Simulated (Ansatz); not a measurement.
The parent structure is NiO in the rock salt structure (space group Fm-3m, No. 225; a = 4.189 Å; ferromagnetic). Axes: x, y, z lie along the cube axes.

Now apply this change: uniaxial stress, 3 GPa compression along x; all other stress components relax to zero.

All numbers come from r2SCAN (Ansatz, a quantum-chemistry and plane-wave program), scalar-relativistic without spin-orbit coupling.

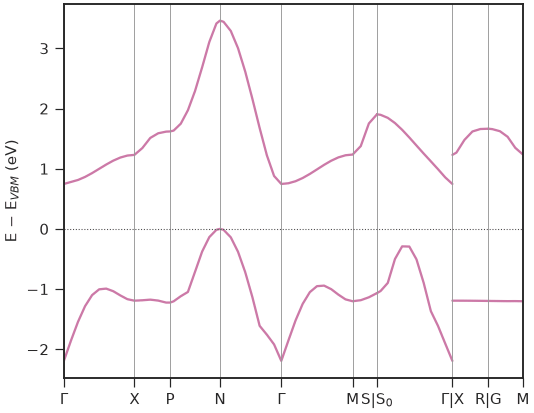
Highest valence and lowest conduction band along the path of the changed cell's own zone

The gap is 0.75 eV, indirect, N → Γ; the base has 0.82 eV.

Load acts through the strain it causes; cell and atoms are relaxed under it. Stability under load was not tested beyond the relaxation. No Hubbard U is applied and the magnetic state is the run's own (NiO ferromagnetic); other magnetic orders, which need larger cells, were not tried and can change the gap. A gap here joins edges of opposite spin (a spin-flip gap). In its common phase, real NiO is an antiferromagnetic insulator at low temperature. Labels are those of the standard path for the cell's own space group.
